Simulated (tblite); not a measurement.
# C20H22O4S: the cost of one run

Computed with tblite 0.8.0 and PySCF 2.14.0 and routines of our own; the level stands in each step. Atoms count from 0.

## 1. The system as given

47 atoms, charge 0, multiplicity 1; geometry from: force field, distance geometry or constructed start.

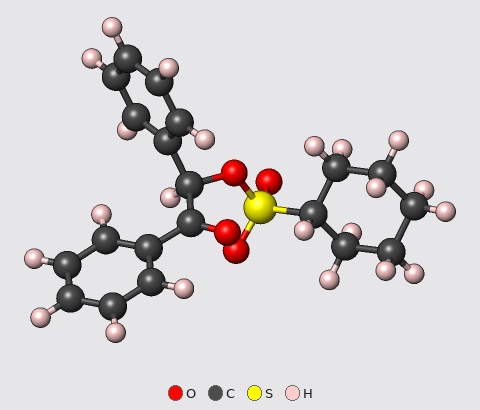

The starting geometry (oxygen red, carbon dark grey, sulfur yellow, hydrogen pink).

## 2. Relaxing the molecule with GFN2-xTB

Job settings and geometry (Å):

```
{"job": {"kind": "relax", "xc": "GFN2-xTB", "basis": "xTB"}, "charge": 0, "multiplicity": 1}
O     -0.030100    -1.281500    -0.922000
C     -1.035600    -0.549200    -0.905900
C     -2.155400    -0.845100    -1.839000
C     -2.035000    -1.944000    -2.701700
C     -3.052600    -2.274000    -3.591700
C     -4.208700    -1.496200    -3.651700
C     -4.341500    -0.393200    -2.808800
C     -3.320700    -0.063700    -1.902300
C     -1.130800     0.633000     0.074800
O      0.133200     0.924200     0.641300
S      1.204700     1.739200    -0.273700
O      1.485600     2.990500     0.399800
O      0.755500     1.728100    -1.645200
C      2.619500     0.629900    -0.090900
C      3.808400     1.176200    -0.884600
C      5.038400     0.281100    -0.723500
C      5.401700     0.073700     0.738400
C      4.216500    -0.469900     1.533700
C      2.984200     0.423700     1.387100
C     -2.055600     0.349300     1.247900
C     -2.969900     1.331500     1.678600
C     -3.818300     1.083200     2.756700
C     -3.757700    -0.134200     3.432600
C     -2.853000    -1.115600     3.021800
C     -1.996700    -0.865500     1.945400
H     -1.144200    -2.567200    -2.665900
H     -2.940000    -3.129200    -4.253600
H     -4.999000    -1.746500    -4.348000
H     -5.243400     0.211200    -2.851800
H     -3.477300     0.799900    -1.265900
H     -1.484800     1.518000    -0.471900
H      2.308200    -0.324600    -0.525600
H      4.054600     2.187500    -0.552300
H      3.552700     1.247200    -1.943400
H      4.849400    -0.689600    -1.203900
H      5.889700     0.731300    -1.260900
H      5.729900     1.024200     1.167200
H      6.245800    -0.620700     0.812100
H      3.979600    -1.485200     1.193300
H      4.485400    -0.538500     2.594700
H      3.176800     1.386800     1.869400
H      2.154700    -0.039800     1.930400
H     -3.012100     2.296300     1.177600
H     -4.515800     1.845800     3.080600
H     -4.423900    -0.326300     4.271700
H     -2.796000    -2.056700     3.551100
H     -1.276100    -1.635400     1.659500
```

Started as:

```console
> OMP_NUM_THREADS=2 python large_run.py task.json out
```

The driver reads the jobs from task.json and runs them one after another.

Q: Estimate the wall time and peak memory of this first job on 2 threads of Arm Neoverse V1, shared host.

About 2.2 s, with a peak of 0.18 GiB.
